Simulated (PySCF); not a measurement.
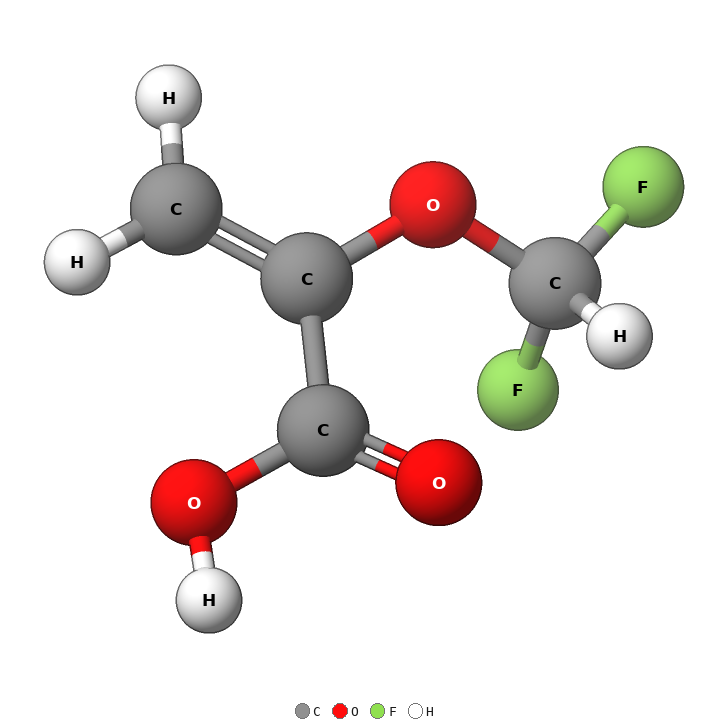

The geometry was computed by an optimisation with GFN2-xTB. No frequency run is at hand to confirm it as a minimum. Method: ωB97X-D/def2-SVPD, gas phase (PySCF 2.14.0). Excitations: vertical, linear response.

**Estimate the dipole moment.**

3.29 D.

**Give the lowest vertical singlet excitation at this level.**

5.24 eV.

**Give the brightest of the 8 lowest singlets at this level.**

5.84 eV.

**What is the HOMO energy (Kohn–Sham orbital)?**

−9.89 eV.
